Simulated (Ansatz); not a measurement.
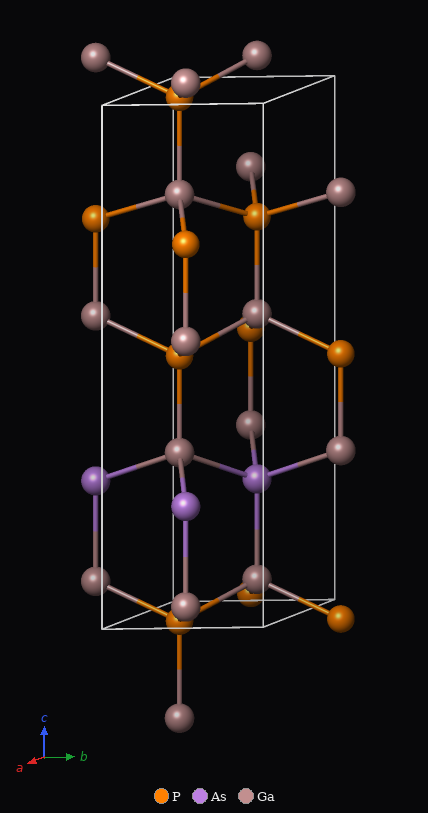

The crystal in a ball-and-stick representation, seen slightly off an axis. The wireframe shows the conventional unit cell. Atoms of adjacent cells appear where they bond to atoms in the box.

Ga$_{4}$AsP$_{3}$, space group P3m1 (No. 156), a = 3.879 Å, b = 3.879 Å, c = 12.801 Å, α = 90.00°, β = 90.00°, γ = 120.00°. The structure was taken from a structure type filled with these elements by a generator (whether the compound takes this form wasn't checked). Earlier steps of the study, as a rule a relaxation of our own, may have changed the cell and positions, so they can lie some per cent off the listed ones. It was run through Ansatz as a DFT input.

This one geometry was computed with Ansatz (DFT, plane waves, PAW) at five levels of theory: PBE with spin-orbit coupling, PBE, PBE0, r2SCAN and HSE06. It was relaxed beforehand with r2SCAN.

Q: Which level gives the highest pressure at this volume, and what does that say about its equilibrium volume?

A: Highest: PBE with spin-orbit coupling (2.5 GPa) and PBE (2.5 GPa), which points to the largest equilibrium volume. Lowest, with the smallest volume: PBE0 (0.4 GPa) and r2SCAN (0.0 GPa). Levels within 0.5 GPa of each other can't be told apart.

Q: How does the band gap change with the level of theory?

A: PBE with spin-orbit coupling: a gap of 0.95 eV, direct; PBE: a gap of 1.03 eV, direct; r2SCAN: a gap of 1.40 eV, direct; HSE06: a gap of 1.80 eV, direct; PBE0: a gap of 2.45 eV, direct.

Q: Collect the results in a table.

A:
| level | cutoff (eV) | k-mesh of the run's cell | gap (eV) | pressure (GPa) |
| --- | --- | --- | --- | --- |
| PBE with spin-orbit coupling | 420 | 12×12×2 | 0.95 | 2.5 |
| PBE | 420 | 12×12×2 | 1.03 | 2.5 |
| PBE0 | 420 | 6×6×2 | 2.45 | 0.4 |
| r2SCAN | 500 | 12×12×2 | 1.40 | 0.0 |
| HSE06 | 420 | 6×6×2 | 1.80 | 0.7 |

Gaps are taken on the k-mesh or band path of each run.
